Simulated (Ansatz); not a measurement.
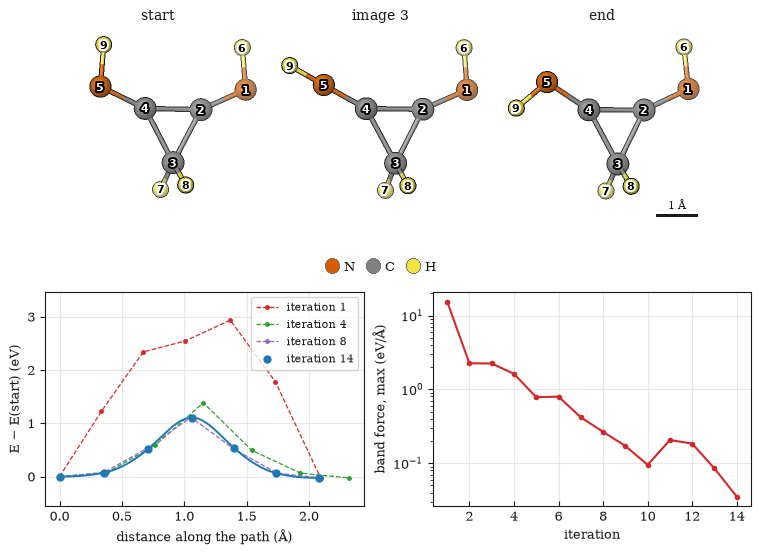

A search for the minimum-energy path of C3H4N2 by the nudged elastic band. Images are numbered from 0 (start) to 6 (end). The plot follows the band through its iterations. A ball-and-stick model, seen at a tilt.

Computed with RKS revPBE-D4/def2-SVP (Ansatz). Set-up: 5 movable images; climbing image; force threshold 0.05 eV/Å; iteration limit 60; starting path through a guess of the saddle point.

> How did the profile develop, and is the result final?

The run is converged, with reservations. The band converged in 14 iterations. The largest component of the band force went from 15 to 0.035 eV/Å. The climbing image converged on the top of the path. Its vibrational analysis gives 2 imaginary modes over 30i cm⁻¹, so it isn't confirmed as a transition state. The first iteration put the highest image at 2.94 eV. The energy climbs by 1.11 eV to image 3 and then falls by 1.13 eV, so the end point sits at −0.02 eV.

The run took 120 s on 1 thread of AMD EPYC 7R13 Processor (Zen 3), with other jobs on the host, peak memory 0.18 GiB.
